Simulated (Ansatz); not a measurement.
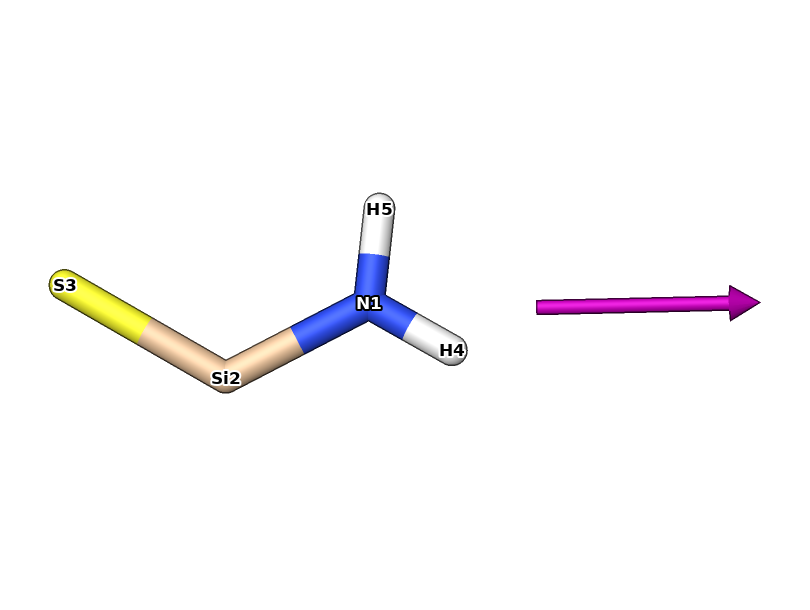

The arrow beside the molecule shows the direction of the dipole moment, from the negative to the positive end (its length means nothing). Charge 0, doublet. Computed geometry: PBE-D4/def2-SVP optimisation. No frequency run is at hand to confirm it as a minimum. Method: UKS PBE-D4/def2-SVP (Ansatz 0.2.0).

**How large is the dipole moment?**

3.90 D; it points from the side of S3 to the side of H4 (the outermost atoms at the two ends).
